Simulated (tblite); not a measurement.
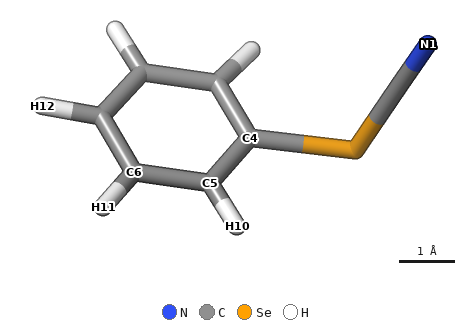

The structure as given in the input (stick view, seen at a tilt; atoms are numbered from 1 in the order of the input).

# Geometry relaxation, with input and output: C$_{7}$H$_{5}$NSe (part 1 of 2)

C$_{7}$H$_{5}$NSe, SMILES N#C[Se]c1ccccc1, computed with GFN2-xTB geometry optimisation, gas phase (tblite 0.8.0).

**What the program printed**
```
step      E/eV     max force
  0    -640.83625    3.488
  1    -640.73452    8.406
  2    -640.94707    1.014
  3    -640.97352    0.683
  4    -641.00070    0.303
  5    -641.01031    0.442
  6    -641.01967    0.436
  7    -641.02735    0.253
  8    -641.03150    0.170
  9    -641.03549    0.211
 10    -641.03927    0.218
 11    -641.04325    0.183
 12    -641.04670    0.137
 13    -641.04940    0.178
 14    -641.05186    0.199
 15    -641.05422    0.146
 16    -641.05601    0.123
 17    -641.05742    0.091
 18    -641.05876    0.108
 19    -641.06013    0.107
 20    -641.06130    0.077
 21    -641.06210    0.061
 22    -641.06279    0.078
 23    -641.06377    0.088
 24    -641.06503    0.106
 25    -641.06611    0.102
 26    -641.06675    0.073
 27    -641.06713    0.052
 28    -641.06747    0.053
 29    -641.06788    0.057
 30    -641.06829    0.051
 31    -641.06867    0.060
 32    -641.06906    0.066
 33    -641.06950    0.069
 34    -641.07005    0.077
 35    -641.07075    0.087
 36    -641.07170    0.106
 37    -641.07279    0.144
 38    -641.07388    0.073
 39    -641.07466    0.114
 40    -641.07521    0.081
 41    -641.07562    0.067
 42    -641.07595    0.036
 43    -641.07611    0.045
 44    -641.07622    0.063
 45    -641.07634    0.044
 46    -641.07644    0.038
 47    -641.07649    0.015
 48    -641.07652    0.012
 49    -641.07653    0.016
 50    -641.07655    0.014
 51    -641.07657    0.009
```

**Trajectory as extended XYZ (Å, eV, eV/Å), 34 of the 52 frames kept, from step=0 to step=51**
```
14
Properties=species:S:1:pos:R:3:forces:R:3 step=0 energy=-640.83625
N     4.1617    0.2768    1.3677   -1.9280  -0.9160  -2.7580
C     3.4948   -0.0275    0.4484    0.8490   0.6530   1.8860
Se    2.4324   -0.5182   -1.0455    0.8800   0.0020   0.5640
C     0.5815   -0.2370   -0.5120    0.2160  -1.2680   0.8670
C    -0.1636   -1.2905    0.0475   -0.3350   0.5900  -0.1710
C    -1.4933   -1.0436    0.4159    0.8230   0.1150  -0.3000
C    -2.0121    0.2355    0.2348   -0.4120  -0.2420   0.2450
C    -1.2437    1.2513   -0.2984   -0.0460  -0.0560  -0.0600
C     0.0620    1.0157   -0.6787   -0.0030   0.4700  -0.1590
H     0.2653   -2.2793    0.1756   -0.0040   0.2320  -0.0350
H    -2.0735   -1.8533    0.8395   -0.0290   0.1980  -0.0520
H    -3.0394    0.4701    0.5179    0.2980  -0.2320  -0.0400
H    -1.6740    2.2234   -0.4243   -0.0870   0.3200  -0.0440
H     0.7013    1.7760   -1.1106   -0.2210   0.1350   0.0570
14
Properties=species:S:1:pos:R:3:forces:R:3 step=2 energy=-640.94707
N     4.1481    0.2697    1.3465   -0.5510  -0.2660  -0.8080
C     3.4843   -0.0262    0.4503   -0.2980   0.0830   0.2140
Se    2.4513   -0.5183   -1.0329    0.5070  -0.0860   0.3580
C     0.5868   -0.2577   -0.4951    0.2790   0.5390   0.2180
C    -0.1685   -1.2817    0.0443    0.2610  -0.3710  -0.0100
C    -1.4800   -1.0406    0.4107   -0.3390   0.1250   0.0660
C    -2.0186    0.2304    0.2392    0.2390  -0.0550  -0.0380
C    -1.2449    1.2503   -0.2998   -0.0670  -0.0120  -0.0500
C     0.0623    1.0211   -0.6808    0.0800  -0.5940   0.1620
H     0.2647   -2.2734    0.1748   -0.0850   0.2740  -0.0250
H    -2.0734   -1.8484    0.8379    0.1340   0.2760  -0.1360
H    -3.0341    0.4650    0.5174   -0.0390  -0.1910   0.0700
H    -1.6757    2.2299   -0.4252   -0.0160   0.0980  -0.0230
H     0.6969    1.7794   -1.1096   -0.1060   0.1800   0.0040
14
Properties=species:S:1:pos:R:3:forces:R:3 step=3 energy=-640.97352
N     4.1433    0.2672    1.3389   -0.3770  -0.1750  -0.5420
C     3.4754   -0.0268    0.4480   -0.3300   0.0470   0.1150
Se    2.4598   -0.5195   -1.0268    0.3410  -0.1130   0.2090
C     0.5912   -0.2510   -0.4910    0.2630  -0.1410   0.3450
C    -0.1649   -1.2866    0.0439   -0.0710   0.2220  -0.0280
C    -1.4842   -1.0386    0.4114    0.2630  -0.0430  -0.0910
C    -2.0154    0.2292    0.2389   -0.0240   0.1390  -0.0100
C    -1.2460    1.2501   -0.3006    0.0120  -0.0310  -0.0590
C     0.0635    1.0127   -0.6786    0.0150   0.0860   0.0150
H     0.2634   -2.2690    0.1744    0.0350   0.0020   0.0080
H    -2.0714   -1.8441    0.8359    0.0160   0.1470  -0.0650
H    -3.0343    0.4619    0.5184    0.0400  -0.1920   0.0460
H    -1.6761    2.2317   -0.4256    0.0200   0.0350  -0.0270
H     0.6951    1.7823   -1.1095   -0.2020   0.0180   0.0830
14
Properties=species:S:1:pos:R:3:forces:R:3 step=5 energy=-641.01031
N     4.1271    0.2595    1.3146    0.0160   0.0480   0.0950
C     3.4402   -0.0280    0.4422   -0.2080   0.0150   0.0670
Se    2.4840   -0.5285   -1.0125   -0.2460  -0.2410  -0.2770
C     0.6097   -0.2496   -0.4689    0.1060   0.0360   0.0700
C    -0.1620   -1.2825    0.0426    0.1290   0.1160   0.0470
C    -1.4769   -1.0343    0.4068    0.1070   0.0230  -0.0470
C    -2.0131    0.2314    0.2390   -0.0120   0.0980  -0.0290
C    -1.2465    1.2497   -0.3048    0.0720  -0.0030  -0.0230
C     0.0667    1.0073   -0.6748    0.0200   0.1290   0.0730
H     0.2637   -2.2636    0.1743    0.0550  -0.0910   0.0220
H    -2.0689   -1.8324    0.8304   -0.0110   0.0260  -0.0390
H    -3.0325    0.4483    0.5220   -0.0030  -0.1200   0.0420
H    -1.6750    2.2352   -0.4278    0.0680  -0.0560  -0.0530
H     0.6827    1.7869   -1.1051   -0.0920   0.0190   0.0520
14
Properties=species:S:1:pos:R:3:forces:R:3 step=6 energy=-641.01967
N     4.1213    0.2578    1.3079    0.0020   0.0700   0.1400
C     3.4236   -0.0275    0.4435   -0.1050  -0.0040   0.0370
Se    2.4849   -0.5383   -1.0157   -0.2920  -0.2060  -0.2490
C     0.6190   -0.2467   -0.4599    0.0030   0.1120  -0.0460
C    -0.1570   -1.2786    0.0435    0.1430  -0.0320   0.0940
C    -1.4722   -1.0315    0.4040    0.0180   0.0590  -0.0020
C    -2.0121    0.2345    0.2381    0.0330  -0.0500  -0.0090
C    -1.2447    1.2498   -0.3069    0.0210   0.0190   0.0270
C     0.0686    1.0085   -0.6714    0.0580  -0.0010   0.1030
H     0.2652   -2.2643    0.1749    0.0320  -0.0070   0.0100
H    -2.0684   -1.8279    0.8275    0.0240   0.0290  -0.0580
H    -3.0323    0.4404    0.5245   -0.0100  -0.0710   0.0240
H    -1.6726    2.2345   -0.4299    0.0570  -0.0200  -0.0700
H     0.6759    1.7889   -1.1022    0.0140   0.1030  -0.0010
14
Properties=species:S:1:pos:R:3:forces:R:3 step=8 energy=-641.03150
N     4.1095    0.2581    1.3022   -0.1630   0.0400   0.0240
C     3.3982   -0.0273    0.4475    0.0290  -0.0670  -0.0940
Se    2.4735   -0.5607   -1.0290   -0.0970  -0.0520   0.0400
C     0.6308   -0.2401   -0.4504   -0.1090   0.0200  -0.1090
C    -0.1450   -1.2738    0.0499    0.0190  -0.0640   0.0880
C    -1.4634   -1.0265    0.4006    0.0110  -0.0050   0.0650
C    -2.0094    0.2364    0.2366    0.0370  -0.1030   0.0170
C    -1.2415    1.2505   -0.3075   -0.0060   0.0260   0.0830
C     0.0739    1.0119   -0.6622    0.0490   0.0030   0.0530
H     0.2694   -2.2654    0.1762    0.0380   0.0620   0.0060
H    -2.0660   -1.8203    0.8203    0.0530  -0.0030  -0.0570
H    -3.0319    0.4263    0.5285    0.0220  -0.0140  -0.0280
H    -1.6667    2.2334   -0.4368    0.0190   0.0400  -0.0720
H     0.6680    1.7971   -1.0983    0.0960   0.1180  -0.0180
14
Properties=species:S:1:pos:R:3:forces:R:3 step=9 energy=-641.03549
N     4.1014    0.2597    1.3021   -0.2080   0.0230  -0.0270
C     3.3916   -0.0290    0.4467    0.0320  -0.0840  -0.1380
Se    2.4652   -0.5699   -1.0336    0.0240  -0.0040   0.1240
C     0.6311   -0.2381   -0.4508   -0.0910  -0.0390  -0.0640
C    -0.1406   -1.2732    0.0547   -0.0300   0.0080   0.0310
C    -1.4596   -1.0256    0.4014    0.0230  -0.0380   0.0740
C    -2.0079    0.2347    0.2365    0.0360  -0.0110   0.0120
C    -1.2403    1.2512   -0.3051    0.0140   0.0180   0.0720
C     0.0769    1.0146   -0.6577    0.0120   0.0700  -0.0010
H     0.2722   -2.2647    0.1770    0.0590   0.0380   0.0150
H    -2.0638   -1.8183    0.8164    0.0300  -0.0510  -0.0250
H    -3.0312    0.4214    0.5290    0.0300  -0.0080  -0.0440
H    -1.6640    2.2339   -0.4412    0.0020   0.0320  -0.0480
H     0.6683    1.8029   -1.0974    0.0670   0.0480   0.0200
14
Properties=species:S:1:pos:R:3:forces:R:3 step=11 energy=-641.04325
N     4.0733    0.2647    1.3011   -0.1790   0.0140  -0.0370
C     3.3805   -0.0375    0.4366    0.0070  -0.0590  -0.0970
Se    2.4510   -0.5885   -1.0363    0.1300   0.0000   0.0450
C     0.6269   -0.2354   -0.4552    0.0240  -0.0240   0.0420
C    -0.1334   -1.2715    0.0648   -0.0690   0.0840  -0.0770
C    -1.4516   -1.0256    0.4074    0.0030  -0.0050   0.0360
C    -2.0026    0.2319    0.2371    0.0300   0.0910   0.0270
C    -1.2364    1.2544   -0.2969    0.0320   0.0460  -0.0060
C     0.0827    1.0233   -0.6495   -0.0180   0.0740  -0.0760
H     0.2815   -2.2612    0.1795    0.0770   0.0010   0.0290
H    -2.0585   -1.8189    0.8081   -0.0320  -0.1330   0.0580
H    -3.0278    0.4115    0.5270    0.0210   0.0120  -0.0590
H    -1.6590    2.2362   -0.4521   -0.0240  -0.0180   0.0290
H     0.6728    1.8162   -1.0939   -0.0010  -0.0830   0.0870
14
Properties=species:S:1:pos:R:3:forces:R:3 step=12 energy=-641.04670
N     4.0547    0.2675    1.2996   -0.1240   0.0230   0.0000
C     3.3746   -0.0434    0.4285    0.0070  -0.0230  -0.0250
Se    2.4476   -0.5976   -1.0360    0.0920  -0.0290  -0.0780
C     0.6252   -0.2338   -0.4564    0.0760   0.0190   0.0640
C    -0.1310   -1.2697    0.0680   -0.0610   0.0560  -0.0860
C    -1.4485   -1.0256    0.4116   -0.0130   0.0080   0.0060
C    -1.9989    0.2321    0.2382    0.0060   0.0690   0.0440
C    -1.2338    1.2570   -0.2928    0.0390   0.0450  -0.0470
C     0.0853    1.0281   -0.6469   -0.0240   0.0050  -0.0650
H     0.2878   -2.2587    0.1815    0.0600   0.0180   0.0270
H    -2.0562   -1.8221    0.8052   -0.0320  -0.1110   0.0730
H    -3.0256    0.4069    0.5245    0.0100   0.0330  -0.0560
H    -1.6572    2.2373   -0.4568   -0.0360  -0.0240   0.0600
H     0.6754    1.8213   -1.0903    0.0010  -0.0900   0.0820
14
Properties=species:S:1:pos:R:3:forces:R:3 step=14 energy=-641.05186
N     4.0217    0.2733    1.2986   -0.0360   0.0420   0.0720
C     3.3658   -0.0530    0.4156    0.0000   0.0170   0.0410
Se    2.4472   -0.6130   -1.0415   -0.0180  -0.0460  -0.1930
C     0.6273   -0.2299   -0.4547    0.0700   0.0220   0.0300
C    -0.1296   -1.2656    0.0682    0.0110  -0.0310  -0.0270
C    -1.4461   -1.0253    0.4180   -0.0340  -0.0090  -0.0280
C    -1.9927    0.2352    0.2421   -0.0170  -0.0190   0.0260
C    -1.2292    1.2620   -0.2892   -0.0010  -0.0400  -0.0410
C     0.0885    1.0331   -0.6460    0.0000  -0.0950   0.0060
H     0.2995   -2.2524    0.1854   -0.0010   0.0670   0.0070
H    -2.0537   -1.8308    0.8045    0.0310   0.0290   0.0410
H    -3.0224    0.4026    0.5179   -0.0200   0.0740  -0.0260
H    -1.6569    2.2383   -0.4601   -0.0380   0.0010   0.0760
H     0.6800    1.8250   -1.0812    0.0520  -0.0130   0.0170
14
Properties=species:S:1:pos:R:3:forces:R:3 step=15 energy=-641.05422
N     4.0049    0.2772    1.3000   -0.0350   0.0310   0.0560
C     3.3620   -0.0572    0.4105   -0.0070   0.0220   0.0330
Se    2.4473   -0.6210   -1.0492   -0.0350  -0.0140  -0.1410
C     0.6305   -0.2281   -0.4526    0.0280  -0.0170  -0.0070
C    -0.1294   -1.2637    0.0670    0.0540  -0.0450   0.0130
C    -1.4456   -1.0255    0.4201   -0.0300  -0.0080  -0.0350
C    -1.9903    0.2367    0.2448   -0.0110  -0.0560  -0.0120
C    -1.2270    1.2634   -0.2889   -0.0440  -0.0780  -0.0080
C     0.0898    1.0335   -0.6461    0.0380  -0.0820   0.0280
H     0.3052   -2.2480    0.1877   -0.0260   0.0570  -0.0010
H    -2.0520   -1.8349    0.8059    0.0590   0.0930   0.0190
H    -3.0214    0.4030    0.5139   -0.0340   0.0840  -0.0040
H    -1.6580    2.2386   -0.4591   -0.0190  -0.0020   0.0710
H     0.6834    1.8255   -1.0760    0.0610   0.0140  -0.0110
14
Properties=species:S:1:pos:R:3:forces:R:3 step=17 energy=-641.05742
N     3.9803    0.2836    1.3042   -0.0720  -0.0050  -0.0190
C     3.3566   -0.0617    0.4047   -0.0260   0.0130  -0.0150
Se    2.4467   -0.6312   -1.0650    0.0050   0.0590   0.0290
C     0.6359   -0.2278   -0.4507   -0.0250  -0.0450  -0.0650
C    -0.1277   -1.2620    0.0661    0.0370  -0.0040   0.0440
C    -1.4447   -1.0262    0.4206    0.0280   0.0100  -0.0300
C    -1.9888    0.2363    0.2471   -0.0290  -0.0420  -0.0660
C    -1.2254    1.2617   -0.2891   -0.0090  -0.0450   0.0120
C     0.0929    1.0319   -0.6453    0.0360   0.0090   0.0280
H     0.3118   -2.2408    0.1907   -0.0220  -0.0380   0.0030
H    -2.0472   -1.8360    0.8093    0.0410   0.0790   0.0180
H    -3.0216    0.4080    0.5084   -0.0140   0.0530   0.0170
H    -1.6600    2.2379   -0.4537    0.0260  -0.0410   0.0560
H     0.6906    1.8256   -1.0693    0.0230  -0.0040  -0.0120
14
Properties=species:S:1:pos:R:3:forces:R:3 step=19 energy=-641.06013
N     3.9564    0.2887    1.3073   -0.0730  -0.0220  -0.0460
C     3.3497   -0.0640    0.3989   -0.0380   0.0200  -0.0180
Se    2.4459   -0.6348   -1.0765    0.0340   0.0700   0.0730
C     0.6388   -0.2302   -0.4544   -0.0210  -0.0270  -0.0490
C    -0.1236   -1.2613    0.0687    0.0020   0.0240  -0.0060
C    -1.4416   -1.0259    0.4186    0.0280   0.0230   0.0060
C    -1.9904    0.2332    0.2439    0.0020   0.0320  -0.0680
C    -1.2236    1.2571   -0.2890    0.0350   0.0290   0.0100
C     0.0973    1.0307   -0.6422    0.0080   0.0530  -0.0210
H     0.3152   -2.2384    0.1934   -0.0040  -0.0950   0.0180
H    -2.0405   -1.8310    0.8139   -0.0160  -0.0220   0.0460
H    -3.0225    0.4159    0.5053    0.0250  -0.0130   0.0060
H    -1.6596    2.2342   -0.4448    0.0470  -0.0320   0.0320
H     0.6980    1.8254   -1.0651   -0.0300  -0.0410   0.0160
14
Properties=species:S:1:pos:R:3:forces:R:3 step=20 energy=-641.06130
N     3.9423    0.2908    1.3079   -0.0490  -0.0150  -0.0250
C     3.3447   -0.0649    0.3950   -0.0370   0.0320   0.0060
Se    2.4461   -0.6354   -1.0804    0.0210   0.0500   0.0280
C     0.6396   -0.2315   -0.4577   -0.0080  -0.0110  -0.0280
C    -0.1211   -1.2610    0.0702   -0.0180   0.0010  -0.0290
C    -1.4397   -1.0252    0.4180    0.0160   0.0090   0.0210
C    -1.9909    0.2321    0.2406    0.0200   0.0410  -0.0370
C    -1.2217    1.2555   -0.2885    0.0500   0.0450   0.0030
C     0.0997    1.0309   -0.6407   -0.0120   0.0250  -0.0340
H     0.3168   -2.2391    0.1953   -0.0080  -0.0740   0.0200
H    -2.0373   -1.8287    0.8169   -0.0270  -0.0450   0.0490
H    -3.0223    0.4192    0.5039    0.0400  -0.0380  -0.0050
H    -1.6581    2.2319   -0.4400    0.0420   0.0090   0.0160
H     0.7012    1.8250   -1.0627   -0.0300  -0.0280   0.0150
14
Properties=species:S:1:pos:R:3:forces:R:3 step=22 energy=-641.06279
N     3.9203    0.2936    1.3086    0.0050   0.0090   0.0400
C     3.3352   -0.0651    0.3893   -0.0360   0.0420   0.0310
Se    2.4468   -0.6352   -1.0856   -0.0210   0.0100  -0.0620
C     0.6403   -0.2332   -0.4628   -0.0060  -0.0140  -0.0010
C    -0.1183   -1.2615    0.0706   -0.0160  -0.0480  -0.0320
C    -1.4369   -1.0243    0.4191   -0.0130  -0.0200   0.0210
C    -1.9894    0.2321    0.2356    0.0470  -0.0030   0.0260
C    -1.2171    1.2558   -0.2873    0.0080   0.0210   0.0010
C     0.1028    1.0312   -0.6404   -0.0030  -0.0410  -0.0280
H     0.3188   -2.2420    0.1987   -0.0290   0.0000   0.0070
H    -2.0338   -1.8280    0.8228   -0.0040  -0.0040   0.0250
H    -3.0197    0.4210    0.5013    0.0330  -0.0420  -0.0140
H    -1.6542    2.2307   -0.4335    0.0310   0.0720  -0.0020
H     0.7047    1.8243   -1.0587    0.0040   0.0180  -0.0110
14
Properties=species:S:1:pos:R:3:forces:R:3 step=23 energy=-641.06377
N     3.9059    0.2956    1.3100    0.0250   0.0210   0.0670
C     3.3279   -0.0637    0.3867   -0.0370   0.0380   0.0280
Se    2.4469   -0.6344   -1.0905   -0.0330  -0.0030  -0.0820
C     0.6405   -0.2350   -0.4662   -0.0110  -0.0190   0.0010
C    -0.1174   -1.2630    0.0696   -0.0090  -0.0610  -0.0200
C    -1.4353   -1.0243    0.4205   -0.0180  -0.0300   0.0080
C    -1.9869    0.2324    0.2331    0.0450  -0.0300   0.0610
C    -1.2137    1.2570   -0.2864   -0.0210  -0.0030   0.0000
C     0.1046    1.0306   -0.6415    0.0060  -0.0630  -0.0140
H     0.3192   -2.2444    0.2013   -0.0350   0.0350  -0.0070
H    -2.0320   -1.8281    0.8277    0.0140   0.0330   0.0060
H    -3.0168    0.4206    0.4991    0.0180  -0.0330  -0.0110
H    -1.6505    2.2322   -0.4292    0.0300   0.0820  -0.0070
H     0.7068    1.8241   -1.0563    0.0270   0.0340  -0.0280
14
Properties=species:S:1:pos:R:3:forces:R:3 step=25 energy=-641.06611
N     3.8718    0.3009    1.3163    0.0170   0.0250   0.0600
C     3.3080   -0.0563    0.3835   -0.0270   0.0120  -0.0040
Se    2.4462   -0.6295   -1.1065   -0.0120  -0.0060  -0.0250
C     0.6401   -0.2425   -0.4758   -0.0170  -0.0140  -0.0150
C    -0.1162   -1.2696    0.0655    0.0020  -0.0260   0.0030
C    -1.4314   -1.0258    0.4233   -0.0030  -0.0180  -0.0210
C    -1.9789    0.2319    0.2294    0.0090  -0.0260   0.0980
C    -1.2060    1.2594   -0.2850   -0.0360  -0.0370  -0.0060
C     0.1093    1.0264   -0.6456    0.0020  -0.0350   0.0110
H     0.3171   -2.2510    0.2071   -0.0110   0.0430  -0.0350
H    -2.0270   -1.8257    0.8418    0.0210   0.0620  -0.0240
H    -3.0084    0.4183    0.4936   -0.0240  -0.0100   0.0110
H    -1.6383    2.2395   -0.4174    0.0370   0.0270  -0.0120
H     0.7129    1.8234   -1.0523    0.0400   0.0030  -0.0410
14
Properties=species:S:1:pos:R:3:forces:R:3 step=26 energy=-641.06675
N     3.8662    0.3020    1.3188   -0.0050   0.0170   0.0320
C     3.3033   -0.0530    0.3843   -0.0170   0.0030  -0.0110
Se    2.4460   -0.6270   -1.1105    0.0060   0.0000   0.0150
C     0.6394   -0.2452   -0.4785   -0.0090  -0.0030  -0.0210
C    -0.1163   -1.2720    0.0641    0.0010   0.0060  -0.0020
C    -1.4305   -1.0266    0.4232    0.0060   0.0020  -0.0180
C    -1.9769    0.2314    0.2305   -0.0070   0.0040   0.0730
C    -1.2050    1.2593   -0.2850   -0.0140  -0.0270  -0.0020
C     0.1100    1.0245   -0.6470   -0.0060  -0.0030   0.0080
H     0.3154   -2.2527    0.2075    0.0090   0.0140  -0.0380
H    -2.0259   -1.8236    0.8451    0.0050   0.0320  -0.0170
H    -3.0068    0.4173    0.4929   -0.0290  -0.0060   0.0220
H    -1.6340    2.2422   -0.4146    0.0370  -0.0090  -0.0100
H     0.7146    1.8228   -1.0529    0.0230  -0.0290  -0.0300
14
Properties=species:S:1:pos:R:3:forces:R:3 step=28 energy=-641.06747
N     3.8647    0.3029    1.3216   -0.0410   0.0020  -0.0190
C     3.3004   -0.0493    0.3864    0.0090   0.0060   0.0150
Se    2.4463   -0.6240   -1.1115    0.0200   0.0020   0.0370
C     0.6383   -0.2473   -0.4815    0.0090   0.0050  -0.0140
C    -0.1167   -1.2736    0.0624   -0.0010   0.0270  -0.0160
C    -1.4300   -1.0269    0.4221    0.0060   0.0240   0.0100
C    -1.9761    0.2315    0.2355   -0.0150   0.0330   0.0040
C    -1.2054    1.2579   -0.2853    0.0190   0.0090   0.0140
C     0.1098    1.0226   -0.6480   -0.0060   0.0160  -0.0110
H     0.3138   -2.2537    0.2049    0.0230  -0.0200  -0.0340
H    -2.0257   -1.8202    0.8463   -0.0170  -0.0220  -0.0010
H    -3.0074    0.4158    0.4945   -0.0130  -0.0020   0.0360
H    -1.6288    2.2438   -0.4135    0.0170  -0.0300  -0.0060
H     0.7162    1.8201   -1.0560   -0.0090  -0.0510  -0.0130
```
